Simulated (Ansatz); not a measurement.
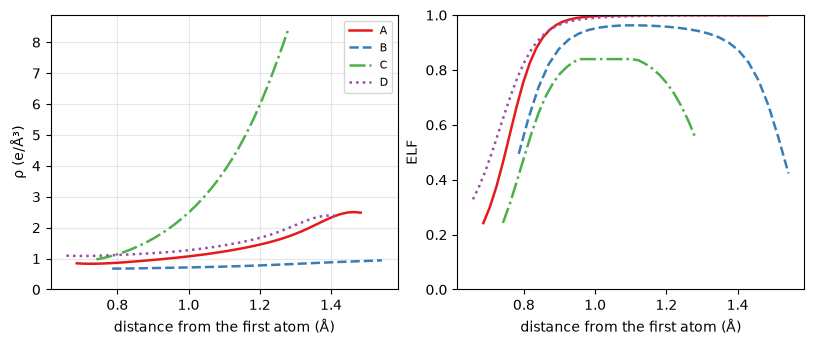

Figure 1: FH4PSi (SMILES F[SiH2]P). Electron density and ELF along straight lines between neighbouring atoms. The curves leave out the atomic cores.

Geometry: PBE0-D4/def2-TZVP.

Method: Ansatz 0.2.0, RKS PBE0-D4/def2-TZVPP.

Input file:

```
crystal:
  periodic: [false, false, false]
  atoms:
    - {symbol: F, position_ang: [-2.086549, -0.130225, 0.202391]}
    - {symbol: Si, position_ang: [-0.623211, -0.187767, -0.448290]}
    - {symbol: P, position_ang: [0.891218, -0.211684, 1.207817]}
    - {symbol: H, position_ang: [-0.503981, -1.452887, -1.214880]}
    - {symbol: H, position_ang: [-0.508859, 0.976286, -1.360777]}
    - {symbol: H, position_ang: [0.943424, 1.204239, 1.310722]}
    - {symbol: H, position_ang: [1.949258, -0.265960, 0.257417]}
basis:
  gaussian: {orbitals: def2-TZVPP}
hamiltonian: {xc: pbe0, dispersion: d4}
output: {orbitals: {seedname: orbitals}}
```

Run with:

```sh
ansatz run in.yaml --threads 2 --pin off --events-out ev --progress --plain --max-ram 4352MiB
```

Question: Which curve belongs to which contact (P–H, Si–F, Si–H and Si–P)? The first atom named is at distance zero.

Answer: Curve A: Si–H (1.48 Å): the density is about 0.83 e/Å³ at the midpoint; the ELF climbs to about 1 towards the hydrogen, as it does in any bond to H. Curve B: Si–P (2.24 Å): ρ is about 0.75 e/Å³ halfway; the ELF peaks at about 0.95 between the atoms; localised, covalent bonding. Curve C: Si–F (1.60 Å): ρ at the midpoint is about 1.1 e/Å³; the ELF peaks at about 0.85 in the valence shell of F, 0.6 Å from its nucleus, and is about 0.50 at the midpoint. Curve D: P–H (1.42 Å): ρ at the midpoint is about 1.1 e/Å³; the ELF climbs to about 1 towards the hydrogen.
